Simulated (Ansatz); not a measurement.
**Zr (Im-3m, 1 atom in the cell): converging a phonon calculation**

Aim: how dense must the meshes and how high the cutoff be for the phonons of Zr (Im-3m, 1 atom in the cell)?

Method: DFT PBEsol, scalar-relativistic, plane waves, PAW; PAW set soft_1, in Ansatz 0.2.0.

This is not the structure that Zr takes at ambient pressure and room temperature (hexagonal, No. 194); it is a model or a phase of other conditions.

### 1. The starting structure

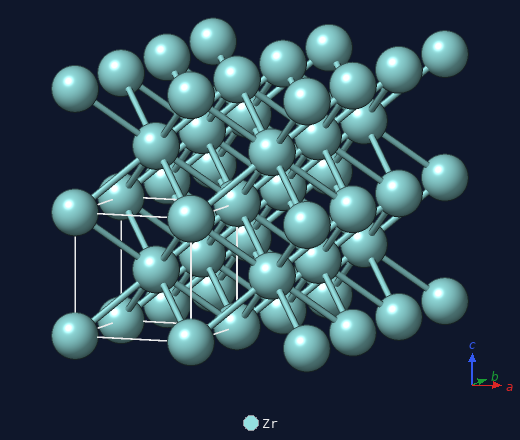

The starting structure, seen slightly off an axis (zirconium light teal). 2×3×2 cells are drawn. This picture shows the conventional cell, with its axes. Some periodic images of atoms are drawn too.

### 2. Tight relaxation

Phonons need a cell at rest on their own settings, so the relaxation is repeated with tight tolerances on forces and stress on the k mesh and occupations of the first response run.

input.yaml

```yaml
crystal:
  lattice:
    - [-1.7607413005, 1.7607413005, 1.7607413005]
    - [1.7607413005, -1.7607413005, 1.7607413005]
    - [1.7607413005, 1.7607413005, -1.7607413005]
  atoms:
    - { symbol: Zr, position: [0.0, 0.0, 0.0] }
kpoints:
  mp_grid: { grid: [16, 16, 16] }
hamiltonian:
  xc: pbesol
  pseudopotentials: { kind: paw, azcp: { folder: soft_1 }, xc_functional: pbe }
scf:
  occupations: { method: methfessel_paxton, width: 0.2 }
output:
  forces: true
  stress: true
  eigenvalues: true
relax:
  adjacent_minimum: "off"
  f_tol: 0.001
  max_steps: 60
  cell: { stress_tol: 0.01 }
```

Started as:

```console
> ansatz run input.yaml --threads 4 --pin off --max-ram 10240MiB --backend cpu --events-out ev --progress --plain --runs-dir out
```

Numbers of over 12 decimals in the logs are rounded to 6 here.

What it wrote:

```text
Engine: ansatz 0.2.0, aarch64-unknown-linux-gnu
Pseudopotentials: kind: paw
Pseudopotential: Zr, paw, valence charge 12, recommended cutoff 420 eV (normal), soft_1/Zr.paw.azcp
Functional definition: PBEsol
  exchange = pbesol_x
  correlation = pbesol_c
Crystal: 1 atoms, lattice volume = 21.835 Å³
[...]
--- Relaxed structure (3 steps of the walk, 3 accepted, 1 SCFs on fresh bases) ---
  F+E_penalty+E_count = -4128.59319083 eV   max|allowed force component| = 0.000e0 eV/Å   (the final SCF, on the basis selected at the relaxed cell)
  cell:  # Å, volume = 21.8268 Å³
    - [-1.760529, 1.760529, 1.760529]
    - [1.760529, -1.760529, 1.760529]
    - [1.760529, 1.760529, -1.760529]
  atoms:
    - { symbol: Zr, position: [0.0, 0.0, 0.0] }
[key lines of the parts left out:]
SCF converged after 4 iterations
Free energy (F): -4128.593191 eV
Fermi energy:    14.610669 eV
P = ⅓ Tr σ = -0.0000 GPa (-0.000 kbar)
```

The job ended after 3.7 s (4 threads of Arm Neoverse N1, shared host; peak memory 0.31 GiB; 13 s of CPU time).

Little changed from the start: no atom moved by 0.005 Å and no cell edge by 0.1 %.

Numbers from this step:

* pressure: -2.83e-5 GPa
* volume per atom: 21.83 Å³
* gap on the k-mesh: 0 eV

The forces vanish by symmetry and the pressure is 0.000 GPa, within the tolerances set. The cell now holds 21.83 Å³/atom.

### 3. Phonons on a q mesh

Stability and thermal properties need the whole zone. Linear response on a 4×4×4 q mesh gives force constants as far as a supercell of that size would.

input.yaml, the sections that differ from step 2:

```yaml
crystal:
  lattice:
    - [-1.7605290631, 1.7605290631, 1.7605290631]
    - [1.7605290631, -1.7605290631, 1.7605290631]
    - [1.7605290631, 1.7605290631, -1.7605290631]
  atoms:
    - { symbol: Zr, position: [0.0, 0.0, 0.0] }
output:
  eigenvalues: true
phonons:
  method: dfpt
  qmesh: [4, 4, 4]
  temperatures: { t_max: 1000, t_step: 50 }
  qpath:
    path:
      - [[0.0, 0.0, 0.0], [0.5, -0.5, 0.5], [0.0, 0.0, 0.5], [0.0, 0.0, 0.0], [0.25, 0.25, 0.25], [0.5, -0.5, 0.5]]
      - [[0.25, 0.25, 0.25], [0.0, 0.0, 0.5]]
    npoints: 10
# kpoints, hamiltonian, scf: as in step 2
# relax: removed
```

What it wrote:

```text
[...]
Crystal: 1 atoms, lattice volume = 21.827 Å³
Basis set: ecut = 420 eV, 429 PW (Γ), exchange–correlation on 48×48×48 points (8 copies of the dense FFT grid, shifted against one another)
Bands: 10, of which v1, the nominal top of the filled ones, is band 6 counted from 1 (5 counted from 0)
Symmetry: 48 space group operations
k-points: 145 of 4096
[...]
SCF iter   1: F=—  HF=-4128.663148 eV  |F-HF|=—  |Δ(HF+E_count)|=         —  Δρ=2.38e-2  dr2=1.71e-1  ethr=3.10e-3  ⟨swp⟩=5.0  Hψ=8108  notcnv=0
[...]
SCF iter   7: F=-4128.593191 eV  HF=-4128.593191 eV  |F-HF|=9.09e-13  |Δ(HF+E_count)|=  1.09e-11  S|Δr|=    0.00e0  Δρ=8.96e-8  dr2=8.24e-13  ethr=1.00e-12  ⟨swp⟩=5.3  Hψ=5522  notcnv=0
SCF 1 converged in 7 iterations: F = -4128.593191 eV  dr2 = 8.24e-13
[...]
NSCF: frozen V_eff on 145 k-points
[...]
DFPT response loops at q = (0, 0, 0) (fractional): preconditioner auto → Kerker (q_TF=auto, 2.469 Å⁻¹) (partly filled bands, converged f_vac=0.000); β = 1.00, the filter's whole step (`scf.mixing.beta` (0.50) is not read by the response loops under this deck's `scf.mixing.preconditioner`; to damp them name `kerker` or `kerker_dos`, under which they read `scf.mixing.beta`, and type it under 1.00, their step now; both keys bind the ground state too); Broyden in place of MSR1
[...]
SCF converged after 7 iterations
[...]
Free energy (F): -4128.593191 eV
[...]
Internal energy: -4128.592712 eV  (E = F + TS)
E sigma→0 (E₀):  -4128.593071 eV
Entropy (-TS):   -0.000479 eV (-0.479 meV/atom)
Fermi energy:    14.610669 eV
[...]
--- Band table (eV; the first three rows and the last of 145) ---
[...]
--- Phonons (Γ-DFPT): 1 representative perturbation + reference (Σ response iterations 3) ---
  ASR residual: 8.048e-5 → 0.000e0 eV/Å²; symmetrization residual: 2.538e-13 eV/Å²
  ASR residual per site (eV/Å²): 8.05e-5
  Γ frequencies (cm⁻¹): 0.00 0.00 0.00
--- Phonons (arbitrary-q DFPT): 8 irreducible q on the 4×4×4 mesh ---
  q = [0.0000, 0.0000, 0.0000] (star 1, of the zone-centre solve; hermiticity 9.33e-10, symmetrization 2.76e-9): 0.00 0.00 0.00
  q = [0.0000, 0.0000, 0.2500] (star 12, 2 solved perturbations in 3336 linear systems a pass and spin channel, the states on 2176 of 4096 k-point pairs; hermiticity 5.78e-14, symmetrization 1.61e-13): -35.25 62.69 123.82
[...]
q = [0.2500, 0.2500, 0.2500] (star 2, 1 solved perturbation on 589 of 4096 k-point pairs; hermiticity 1.50e-13, symmetrization 9.25e-13): 61.01 61.01 61.01
[...]
sum rule: each row above includes the acoustic sum rule's correction from the zone centre's row sums; it moved no ω² by more than (0.49 cm⁻¹)²
  mesh force constants: q→R imaginary residual 0.00e0; ASR residual 8.048e-5 → 0.000e0 eV/Å²; symmetrization residual 1.776e-15 eV/Å²
  interpolated dispersion: 62 rows × 3 modes
  density of states and harmonic sums: on the 28×28×28 q-mesh, interpolated from the force constants of a 4×4×4 supercell (no non-analytic term)
  largest difference from the sums on the solved wave vectors: F 5.74e-2 eV, S 7.34e-5 and C_V 1.63e-5 eV/K
  zero-point energy: 0.016277 eV/cell   skipped modes (ω ≤ 0): 314, of them read as no rigid motion or as one in doubt: 311 (5.176e-1 modes/cell left out, lowest -75.17 cm⁻¹)   left out of the sums: 1.73e-1 of the cell's modes: C_V's classical limit lies that fraction below 3 k_B per atom; for a crystal, a wire or a layer, F and S can be off by more, and a phonons.interpolated_qmesh denser along its periods is the remedy for the sampling
```

It took 2.5 min on 4 threads; peak memory 2.1 GiB; 9.7 min of CPU time.

Reading the cycles: dr2 is the Hartree energy of the density residual (eV), the measure of convergence; HF is the Harris–Foulkes estimate of the energy, which meets the free energy F at convergence.

Numbers from this step:

```
sum-rule residual before enforcement                    : 8.05e-5 eV/Å²
lowest frequency on the path                            : -75.25 cm⁻¹
highest frequency on the path or at a solved wavevector : 179.5 cm⁻¹
lowest mode on the q mesh (acoustic modes at Γ apart)   : -74.89 cm⁻¹
```

Frequencies (cm⁻¹) solved at each irreducible wavevector; negative means imaginary. Frequencies by wavevector, by row:

```tsv
q in reciprocal lattice units	star	mode 1	mode 2	mode 3
0 0 0	1	0	0	0
0 0 0.25	12	-35.2	62.7	123.8
0 0 -0.5	6	-74.9	102.2	112.6
0 0.25 0.25	24	-40.6	80.3	137.5
0.25 0.25 0.25	2	61	61	61
0.25 0.25 -0.25	6	105.4	108.8	108.8
0.25 -0.5 -0.5	12	123	144.2	152.7
-0.5 -0.5 -0.5	1	179.5	179.5	179.5
```

Interpolated from a 4×4×4 q mesh. The phonon branches at the labelled points (cm⁻¹):

```tsv
point	branch 1	branch 2	branch 3
Γ	0	0	0
H	180	180	180
N	-75	102	113
Γ	0	0	0
P	61	61	61
H	180	180	180
jump to P	61	61	61
N	-75	102	113
```

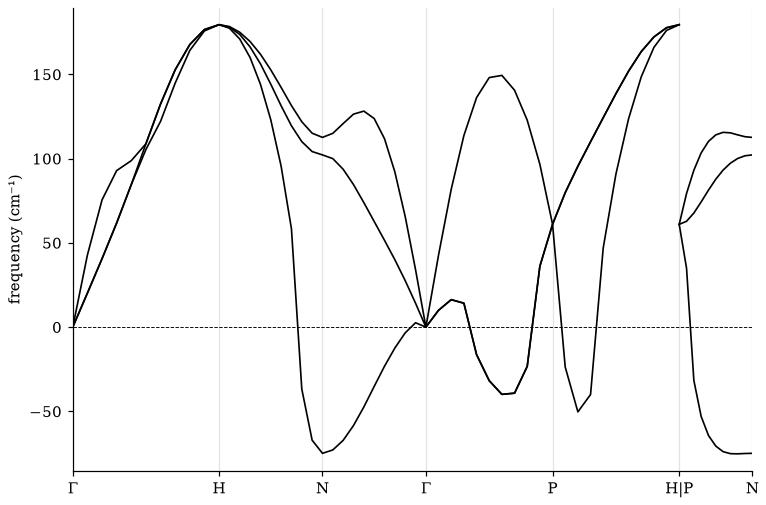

Phonon branches along the path.

Symmetry leaves 8 wavevectors to solve. The lowest mode among them, the acoustic zeros apart, lies at q = (0, 0, -0.5) and is imaginary, 74.9i cm⁻¹, so the energy falls along it.

### 4. Another q mesh, q mesh 2×2×2

The q mesh is changed to 2×2×2, to see how far the force constants must reach.

Changes to input.yaml since step 3:

```diff
@@ -18,3 +18,3 @@
   method: dfpt
-  qmesh: [4, 4, 4]
+  qmesh: [2, 2, 2]
   temperatures: { t_max: 1000, t_step: 50 }
```

What it wrote:

```text
[...]
Crystal: 1 atoms, lattice volume = 21.827 Å³
Basis set: ecut = 420 eV, 429 PW (Γ), exchange–correlation on 48×48×48 points (8 copies of the dense FFT grid, shifted against one another)
Bands: 10, of which v1, the nominal top of the filled ones, is band 6 counted from 1 (5 counted from 0)
Symmetry: 48 space group operations
k-points: 145 of 4096
[...]
SCF iter   1: F=—  HF=-4128.663148 eV  |F-HF|=—  |Δ(HF+E_count)|=         —  Δρ=2.38e-2  dr2=1.71e-1  ethr=3.10e-3  ⟨swp⟩=5.0  Hψ=8108  notcnv=0
[...]
SCF iter   7: F=-4128.593191 eV  HF=-4128.593191 eV  |F-HF|=9.09e-13  |Δ(HF+E_count)|=  1.09e-11  S|Δr|=    0.00e0  Δρ=8.96e-8  dr2=8.24e-13  ethr=1.00e-12  ⟨swp⟩=5.3  Hψ=5522  notcnv=0
SCF 1 converged in 7 iterations: F = -4128.593191 eV  dr2 = 8.24e-13
[...]
SCF converged after 7 iterations
[...]
Free energy (F): -4128.593191 eV
[...]
Internal energy: -4128.592712 eV  (E = F + TS)
E sigma→0 (E₀):  -4128.593071 eV
Entropy (-TS):   -0.000479 eV (-0.479 meV/atom)
Fermi energy:    14.610669 eV
[...]
--- Band table (eV; the first three rows and the last of 145) ---
[...]
ASR residual: 8.048e-5 → 0.000e0 eV/Å²; symmetrization residual: 2.538e-13 eV/Å²
  ASR residual per site (eV/Å²): 8.05e-5
  Γ frequencies (cm⁻¹): 0.00 0.00 0.00
--- Phonons (arbitrary-q DFPT): 3 irreducible q on the 2×2×2 mesh ---
[...]
interpolated dispersion: 62 rows × 3 modes
[...]
```

Run time: 24 s. Hardware: 4 threads; peak memory 0.8 GiB; 90 s of CPU time.

This step gave:

```
lowest frequency on the path : -74.89 cm⁻¹
```

Frequencies (cm⁻¹) solved at each irreducible wavevector; negative means imaginary. Frequencies by wavevector, by row:

```tsv
q in reciprocal lattice units	star	mode 1	mode 2	mode 3
0 0 0	1	0	0	0
0 0 -0.5	6	-74.9	102.2	112.6
-0.5 -0.5 -0.5	1	179.5	179.5	179.5
```

Interpolated from a 2×2×2 q mesh, rough between the solved points. Phonon branches along the path, in cm⁻¹:

```tsv
point	branch 1	branch 2	branch 3
Γ	0	0	0
H	180	180	180
N	-75	102	113
Γ	0	0	0
P	26	26	26
H	180	180	180
jump to P	26	26	26
N	-75	102	113
```

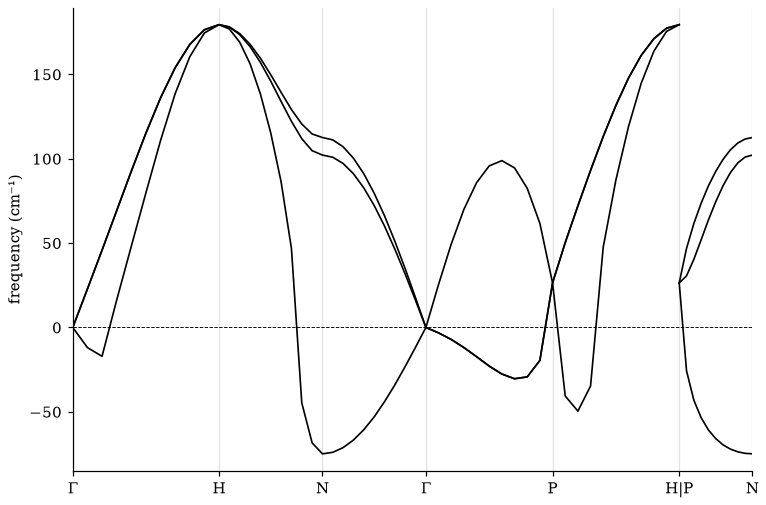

Phonon branches along the path.

The highest branch reaches 180 cm⁻¹ on this path, at H. A branch goes imaginary (drawn negative), down to -74.9 cm⁻¹ at N, so this structure is not a minimum of the harmonic energy.

### 5. Another q mesh, k-mesh 18×18×18, q mesh 3×3×3

The q mesh is changed to 3×3×3, to see how far the force constants must reach; the k mesh is 18×18×18, against 16×16×16 in the base run, so that the q mesh divides it.

Changes to input.yaml since step 4:

```diff
@@ -8,3 +8,3 @@
 kpoints:
-  mp_grid: { grid: [16, 16, 16] }
+  mp_grid: { grid: [18, 18, 18] }
 hamiltonian:
@@ -18,3 +18,3 @@
   method: dfpt
-  qmesh: [2, 2, 2]
+  qmesh: [3, 3, 3]
   temperatures: { t_max: 1000, t_step: 50 }
```

What it wrote:

```text
[...]
Crystal: 1 atoms, lattice volume = 21.827 Å³
Basis set: ecut = 420 eV, 429 PW (Γ), exchange–correlation on 48×48×48 points (8 copies of the dense FFT grid, shifted against one another)
Bands: 10, of which v1, the nominal top of the filled ones, is band 6 counted from 1 (5 counted from 0)
Symmetry: 48 space group operations
k-points: 195 of 5832
[...]
E sigma→0 (E₀):  -4128.594187 eV
Entropy (-TS):   0.002218 eV (2.218 meV/atom)
Fermi energy:    14.620138 eV
[...]
--- Band table (eV; the first three rows and the last of 195) ---
[...]
ASR residual: 8.308e-5 → 0.000e0 eV/Å²; symmetrization residual: 1.230e-13 eV/Å²
  ASR residual per site (eV/Å²): 8.31e-5
  Γ frequencies (cm⁻¹): 0.00 0.00 0.00
--- Phonons (arbitrary-q DFPT): 4 irreducible q on the 3×3×3 mesh ---
[...]
interpolated dispersion: 62 rows × 3 modes
[...]
[key lines of the parts left out:]
SCF converged after 7 iterations
Free energy (F): -4128.593632 eV
```

It took 99 s on 4 threads; peak memory 1.7 GiB.

Frequencies (cm⁻¹) solved at each irreducible wavevector; negative means imaginary. Frequencies by wavevector, by row:

```tsv
q in reciprocal lattice units	star	mode 1	mode 2	mode 3
0 0 0	1	0	0	0
0 0 0.3333	12	-53.6	76.1	142.1
0 0.3333 0.3333	8	53.5	86.1	86.1
0.3333 0.3333 -0.3333	6	146.1	146.1	147.5
```

### 6. Another q mesh, k-mesh 18×18×18, q mesh 6×6×6

The q mesh is changed to 6×6×6, to see how far the force constants must reach; the k mesh is 18×18×18, against 16×16×16 in the base run, so that the q mesh divides it.

Changes to input.yaml since step 5:

```diff
@@ -18,3 +18,3 @@
   method: dfpt
-  qmesh: [3, 3, 3]
+  qmesh: [6, 6, 6]
   temperatures: { t_max: 1000, t_step: 50 }
```

What it wrote:

```text
[...]
Crystal: 1 atoms, lattice volume = 21.827 Å³
Basis set: ecut = 420 eV, 429 PW (Γ), exchange–correlation on 48×48×48 points (8 copies of the dense FFT grid, shifted against one another)
Bands: 10, of which v1, the nominal top of the filled ones, is band 6 counted from 1 (5 counted from 0)
Symmetry: 48 space group operations
k-points: 195 of 5832
[...]
ASR residual: 8.308e-5 → 0.000e0 eV/Å²; symmetrization residual: 1.230e-13 eV/Å²
  ASR residual per site (eV/Å²): 8.31e-5
  Γ frequencies (cm⁻¹): 0.00 0.00 0.00
--- Phonons (arbitrary-q DFPT): 16 irreducible q on the 6×6×6 mesh ---
[...]
q = [0.0000, 0.1667, 0.3333] (star 48, 3 solved perturbations on 5832 of 5832 k-point pairs: no pair is spared here; hermiticity 2.24e-6, symmetrization 3.41e-17): -50.41 90.96 130.90
[...]
interpolated dispersion: 62 rows × 3 modes
[...]
[key lines of the parts left out:]
SCF converged after 7 iterations
Free energy (F): -4128.593632 eV
Fermi energy:    14.620138 eV
```

Wall time 11 min (4 threads); peak memory 2.9 GiB; 44 min of CPU time.

Frequencies (cm⁻¹) solved at each irreducible wavevector; negative means imaginary. Frequencies by wavevector, by row:

```tsv
q in reciprocal lattice units	star	mode 1	mode 2	mode 3
0 0 0	1	0	0	0
0 0 0.1667	12	-14.6	44.7	89.2
0 0 0.3333	12	-53.6	76.1	142.1
0 0 -0.5	6	-73.3	102.8	116.7
0 0.1667 0.1667	24	-34.2	61.6	140.4
0 0.1667 0.3333	48	-50.4	91	130.9
0 0.3333 0.3333	8	53.5	86.1	86.1
0.1667 0.1667 0.1667	8	17.9	17.9	141.4
0.1667 0.1667 0.3333	12	31.9	59.8	65.7
0.1667 0.1667 -0.1667	6	71.9	71.9	94.2
0.1667 0.3333 -0.3333	24	55.4	109.5	137
0.1667 -0.5 -0.5	12	80	129.2	137.9
0.1667 -0.5 -0.3333	24	105.2	136	148.2
0.3333 0.3333 -0.3333	6	146.1	146.1	147.5
0.3333 -0.5 -0.5	12	154.5	160.7	161.1
-0.5 -0.5 -0.5	1	177.3	177.3	177.3
```

### 7. Side by side

Times are for 4 threads of Arm Neoverse N1, shared host. The series side by side:

```tsv
no.	q mesh	k-mesh	lowest frequency on the path (cm⁻¹)	time	memory (GiB)
1	2×2×2	16×16×16	-74.89	24 s	0.80
2	3×3×3	18×18×18	-80.33	99 s	1.7
3	6×6×6	18×18×18	-73.29	11 min	2.9
```

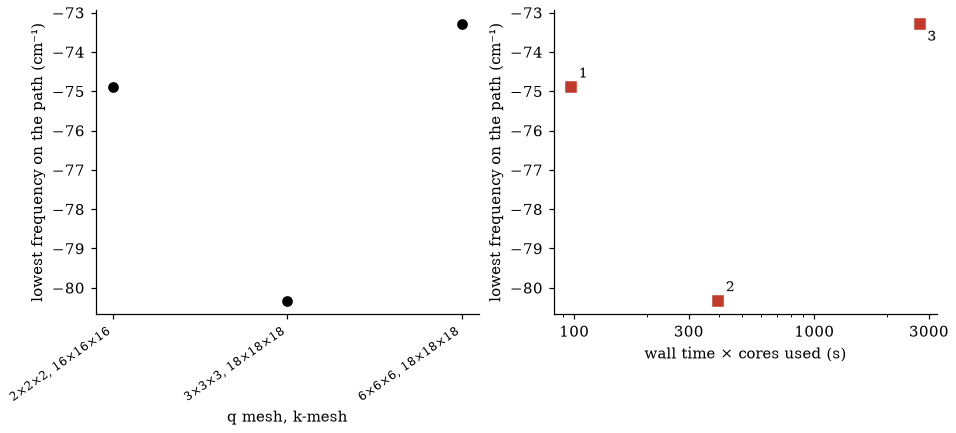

The series as plots; the last panel sets the first result against cost, with the runs numbered as in the table.

The runs together. Table of phonon density of states by wavenumber; read off at these points; values in 1/cm⁻¹/cell:

```tsv
wavenumber (cm⁻¹)	2×2×2, 16×16×16	3×3×3, 18×18×18	6×6×6, 18×18×18
-60.0	0.0120	0.00901	0.00673
-51.0	0.0195	0.0131	0.0103
-40.0	0.0112	0.00961	0.00939
-20.0	0.00400	0.00401	0.00438
0.0	0.00196	0.00338	0.00370
20.0	0.00315	0.00399	0.00407
40.0	0.00705	0.00726	0.0117
60.0	0.0119	0.0122	0.0131
80.0	0.0183	0.0159	0.0145
100.0	0.0381	0.0146	0.0178
120.0	0.0215	0.0176	0.0213
140.0	0.0131	0.0531	0.0413
143.0	0.0122	0.0685	0.0397
160.0	0.00775	0.00894	0.0108
```

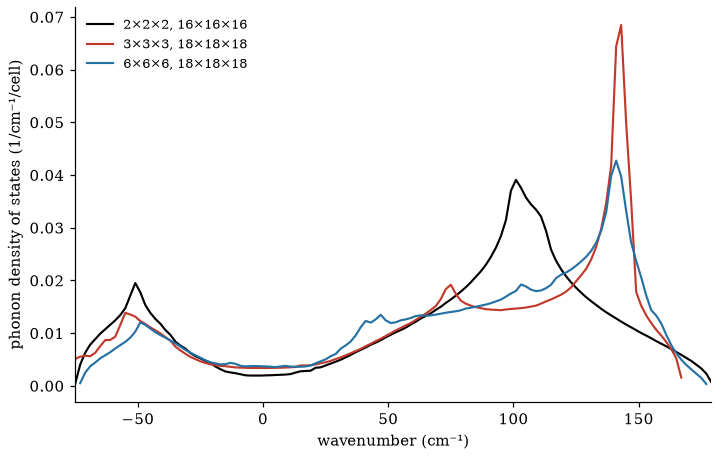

Phonon density of states, plotted against wavenumber.

### 8. Another k mesh, k-mesh 6×6×6, q mesh 2×2×2

The k mesh is changed to 6×6×6 on a small fixed q mesh, to find the coarsest that serves.

Changes to input.yaml since step 6:

```diff
@@ -8,3 +8,3 @@
 kpoints:
-  mp_grid: { grid: [18, 18, 18] }
+  mp_grid: { grid: [6, 6, 6] }
 hamiltonian:
@@ -18,3 +18,3 @@
   method: dfpt
-  qmesh: [6, 6, 6]
+  qmesh: [2, 2, 2]
   temperatures: { t_max: 1000, t_step: 50 }
```

What it wrote:

```text
[...]
Crystal: 1 atoms, lattice volume = 21.827 Å³
Basis set: ecut = 420 eV, 429 PW (Γ), exchange–correlation on 48×48×48 points (8 copies of the dense FFT grid, shifted against one another)
Bands: 10, of which v1, the nominal top of the filled ones, is band 6 counted from 1 (5 counted from 0)
Symmetry: 48 space group operations
k-points: 16 of 216
[...]
SCF iter   1: F=—  HF=-4128.665293 eV  |F-HF|=—  |Δ(HF+E_count)|=         —  Δρ=2.39e-2  dr2=1.75e-1  ethr=3.10e-3  ⟨swp⟩=5.0  Hψ=897  notcnv=0
[...]
SCF iter   7: F=-4128.593222 eV  HF=-4128.593222 eV  |F-HF|=0.00e0  |Δ(HF+E_count)|=  3.91e-11  S|Δr|=    0.00e0  Δρ=8.03e-8  dr2=3.23e-13  ethr=1.00e-12  ⟨swp⟩=5.5  Hψ=605  notcnv=0
SCF 1 converged in 7 iterations: F = -4128.593222 eV  dr2 = 3.23e-13
[...]
SCF converged after 7 iterations
[...]
Free energy (F): -4128.593222 eV
[...]
Internal energy: -4128.592911 eV  (E = F + TS)
E sigma→0 (E₀):  -4128.593144 eV
Entropy (-TS):   -0.000311 eV (-0.311 meV/atom)
Fermi energy:    14.640155 eV
[...]
--- Band table (eV; the first three rows and the last of 16) ---
[...]
ASR residual: 5.376e-5 → 0.000e0 eV/Å²; symmetrization residual: 3.032e-13 eV/Å²
  ASR residual per site (eV/Å²): 5.38e-5
  Γ frequencies (cm⁻¹): 0.00 0.00 0.00
--- Phonons (arbitrary-q DFPT): 3 irreducible q on the 2×2×2 mesh ---
[...]
interpolated dispersion: 62 rows × 3 modes
[...]
```

The job ended after 2.9 s (4 threads; peak memory 0.36 GiB; 9.1 s of CPU time).

The run finished; it serves as a test, and its numbers are not taken as the result.

[end of part 1 of 2]

[Logs are printed without paths, hosts, clocks, repeated set-up lines and the standing remarks that a program may print on its own settings, such as how far it seeks lower states.]

[Hosts, paths, dates, database ids (printed as entryN), source tags and the programs' standing remarks are cut or masked in the printed files.]
